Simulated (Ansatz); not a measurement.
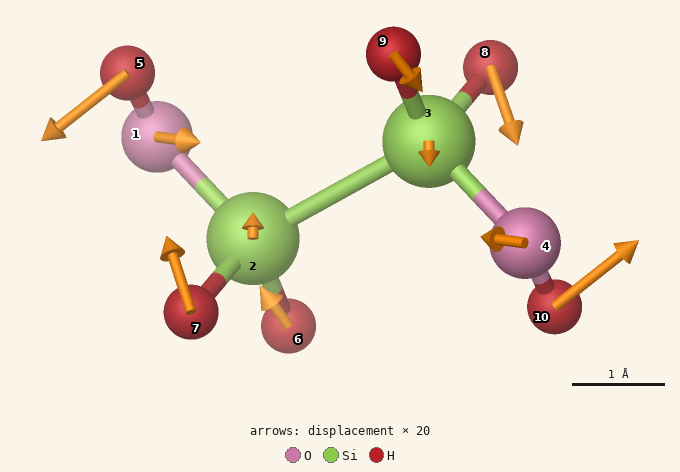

This is a relaxation of Si₂H₆O₂. The starting structure is drawn; orange arrows show the displacements, 20 times their true length. The two geometries are superimposed by the best rigid fit.

Style: ball-and-stick. Shown at a tilt.

The start comes from PBE-D4/def2-SVP.

Level of theory: Ansatz 0.2.0, RKS PBE0-D4/def2-TZVP. Settings: force threshold 0.005 eV/Å; at most 150 steps.

**What happened in the run?**

Over 7 geometry steps the energy falls by 6.23 kJ/mol. The largest force component goes from 0.72 to 0.0045 eV/Å. The largest move after the best rigid fit is that of H5, 0.061 Å. By element the largest moves are H 0.061 Å, O 0.031 Å, Si 0.015 Å. Near-neighbour distances that change, for instance: O1–Si2 1.693 → 1.656 Å, Si2–H7 1.513 → 1.494 Å, Si2–H6 1.504 → 1.487 Å, O1–H5 0.973 → 0.958 Å. Among the angles between lasting bonds that change: Si2–O1–H5 114.4° → 117.4°. The run took roughly 40 core-seconds on a shared host.
